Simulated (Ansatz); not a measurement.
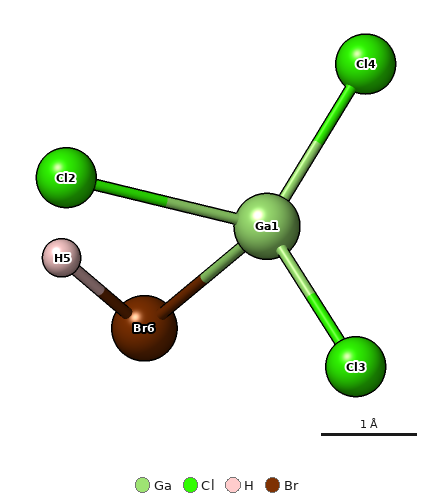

Fig. 1: The structure (ball-and-stick view, seen at a tilt; atoms are numbered from 1 in the order of the input). Sticks mark near contacts. Bond lengths as drawn: Br–Ga 2.51 Å, Br–H 1.65 Å and Cl–Ga 2.12 to 2.30 Å.

**What a change does: single-point calculation on GaHBrCl₃**

System: GaHBrCl₃.
Method of run A: RKS CAM-B3LYP-D4/def2-TZVPP (Ansatz 0.2.0).

The geometry comes from this level: PBE0-D4/def2-TZVP. Text and figures count atoms from 1; the logs count them from 0 in places.

### The input, run A
```yaml
crystal:
  periodic: [false, false, false]
  atoms:
    - {symbol: Ga, position_ang: [-0.459369, -0.453991, -0.003723]}
    - {symbol: Cl, position_ang: [-0.296074, 1.696090, -0.791732]}
    - {symbol: Cl, position_ang: [-0.462451, -1.884570, -1.570015]}
    - {symbol: Cl, position_ang: [-1.758635, -0.599915, 1.666736]}
    - {symbol: H, position_ang: [1.092750, 1.226329, -0.049278]}
    - {symbol: Br, position_ang: [1.883779, 0.016058, 0.747912]}
basis:
  gaussian: {orbitals: def2-TZVPP}
hamiltonian: {xc: {name: CAM-B3LYP}, dispersion: d4}
```

Command:
```bash
ansatz run in.yaml --threads 8 --pin off --events-out ev --progress --plain --max-ram 19148MiB
```

Hardware: 8 threads of Arm Neoverse V2, 23 GiB of memory available, shared host.

### Output (run A)
```
Functional definition: CAM-B3LYP
  parameter alpha = 0.19
  parameter beta = 0.46
  parameter omega = 0.33/bohr
  parameter ac = 0.81
  exchange = (1 - alpha - beta)*b88_x + beta*b88_x_sr(omega) + alpha*exact_x + beta*exact_x_lr(omega)
  correlation = (1 - ac)*vwn5_c + ac*lyp_c
1814 factors; their error is unknown
299 factors; integrals over basis functions are off by at most 1.9e-5 eV
mean field evaluation 1: about -160019.7594 eV, gradient 3.3e1 eV
mean field evaluation 2: about -160019.3875 eV, gradient 4.2e1 eV
mean field evaluation 4: about -160021.5229 eV, gradient 9.2e-1 eV
mean field evaluation 8: about -160021.5250 eV, gradient 1.3e-2 eV
mean field evaluation 16: about -160022.0536 eV, gradient 9.2e-5 eV
mean field -160022.05362440 eV, -5880.7020038531 hartree, gradient 2.4e-5 eV, S^2 0.000000; 0 other end points of the search recorded, 0 dependent functions left out
reference -160022.05376432 eV, -5880.7020089950 hartree; 59, 59 occupied and 177, 177 virtual orbitals, 1814 factors
Total energy: -160022.31423263 eV, -5880.7115810288 hartree
```

For run B the input was changed thus:
```diff
-    - {symbol: Ga, position_ang: [-0.459369, -0.453991, -0.003723]}
-    - {symbol: Cl, position_ang: [-0.296074, 1.696090, -0.791732]}
-    - {symbol: Cl, position_ang: [-0.462451, -1.884570, -1.570015]}
-    - {symbol: Cl, position_ang: [-1.758635, -0.599915, 1.666736]}
-    - {symbol: H, position_ang: [1.092750, 1.226329, -0.049278]}
-    - {symbol: Br, position_ang: [1.883779, 0.016058, 0.747912]}
+    - {symbol: Ga, position_ang: [-0.204517, -0.746508, 0.214391]}
+    - {symbol: Cl, position_ang: [-0.309219, 1.716320, -0.805135]}
+    - {symbol: Cl, position_ang: [-0.523606, -1.835406, -1.584823]}
+    - {symbol: Cl, position_ang: [-1.801947, -0.568247, 1.607631]}
+    - {symbol: H, position_ang: [0.897480, 1.903743, -0.396218]}
+    - {symbol: Br, position_ang: [1.941809, -0.469901, 0.964053]}
```

Predict how the results change.

With the same method and basis, run B lies 10.7 kcal/mol lower.

### Output (run B)
```
Functional definition: CAM-B3LYP
  parameter alpha = 0.19
  parameter beta = 0.46
  parameter omega = 0.33/bohr
  parameter ac = 0.81
  exchange = (1 - alpha - beta)*b88_x + beta*b88_x_sr(omega) + alpha*exact_x + beta*exact_x_lr(omega)
  correlation = (1 - ac)*vwn5_c + ac*lyp_c
1814 factors; their error is unknown
298 factors; integrals over basis functions are off by at most 1.7e-5 eV
mean field evaluation 1: about -160020.1958 eV, gradient 3.2e1 eV
mean field evaluation 2: about -160019.9469 eV, gradient 4.1e1 eV
mean field evaluation 4: about -160021.9909 eV, gradient 9.6e-1 eV
mean field evaluation 8: about -160022.5224 eV, gradient 3.3e-1 eV
mean field evaluation 16: about -160022.5225 eV, gradient 5.7e-5 eV
mean field -160022.52252944 eV, -5880.7192357956 hartree, gradient 5.7e-5 eV, S^2 0.000000; 0 other end points of the search recorded, 0 dependent functions left out
reference -160022.52267120 eV, -5880.7192410050 hartree; 59, 59 occupied and 177, 177 virtual orbitals, 1814 factors
Total energy: -160022.77718356 eV, -5880.7285941616 hartree
```

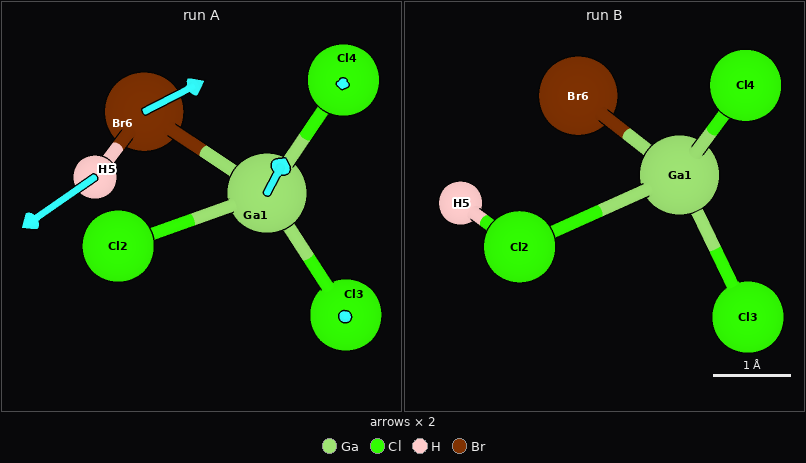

Fig. 2: The two input geometries at one scale (ball-and-stick view, seen at a tilt). The teal arrows on the first give the shifts of the atoms after the best rigid fit, magnified 2 times. H5 moves most after the best rigid fit: 0.78 Å. Largest moves by element: H 0.78 Å, Br 0.55 Å, Ga 0.44 Å, Cl 0.09 Å. Among the contacts that change: H5–Br6 1.651 → 2.928 Å, Ga1–Cl2 2.296 → 2.668 Å, Cl2–H5 1.643 → 1.288 Å, Ga1–Br6 2.505 → 2.290 Å.

### The two runs side by side

```csv
quantity,run A,run B
outcome,converged,converged
total energy (hartree),−5880.711581,−5880.728594
basis functions,236,236
wall time (shared host),2.8 s,2.5 s
```
